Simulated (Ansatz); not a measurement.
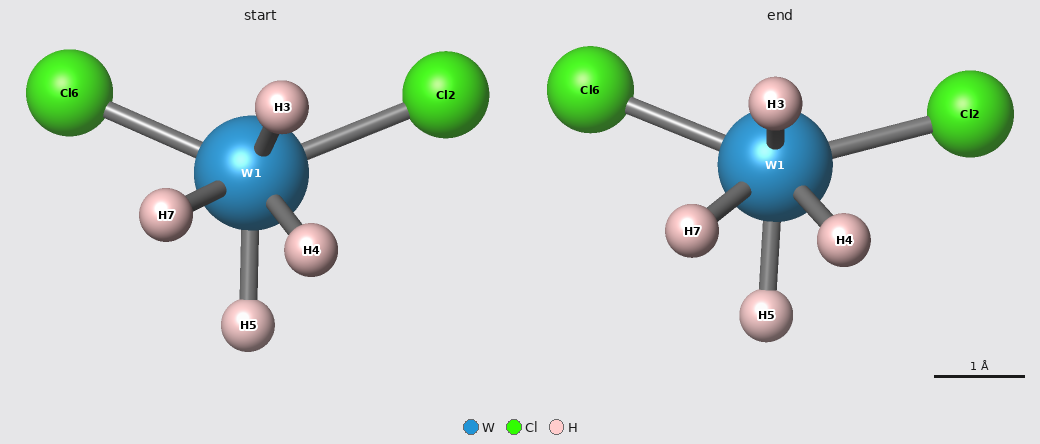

The structure of WH$_{4}$Cl$_{2}$ before (left) and after (right) a relaxation, at one scale.

A ball-and-stick model, seen at a tilt.

The run prepares an end point of a later path (reaction) calculation, from a guessed geometry.

The calculation used Ansatz 0.2.0, RKS PBE-D4/def2-SVP. Settings: no spin polarisation; force threshold 0.03 eV/Å; at most 50 steps.

Summarise the run.

Answer. H3 moves most after the best rigid fit: 0.31 Å. Largest moves by element: H 0.31 Å, Cl 0.24 Å, W 0.11 Å. Among the contacts that change: W1–Cl2 2.357 → 2.292 Å, W1–H3 1.697 → 1.669 Å, W1–H5 1.693 → 1.685 Å, W1–Cl6 2.285 → 2.292 Å. Among the angles between lasting bonds that change: Cl2–W1–H3 77.1° → 94.6°, H5–W1–H7 74.8° → 64.3°, H3–W1–Cl6 103.0° → 94.5°. Over 5 accepted moves (7 points after the start) the energy falls by 10.6 kJ/mol. The largest force component goes from 1.1 to 0.005 eV/Å. The line search rejected the trial steps at points 3, 6 of the run. The run took 31 s on 1 thread of Arm Neoverse V1 (shared host), peak memory 0.12 GiB.
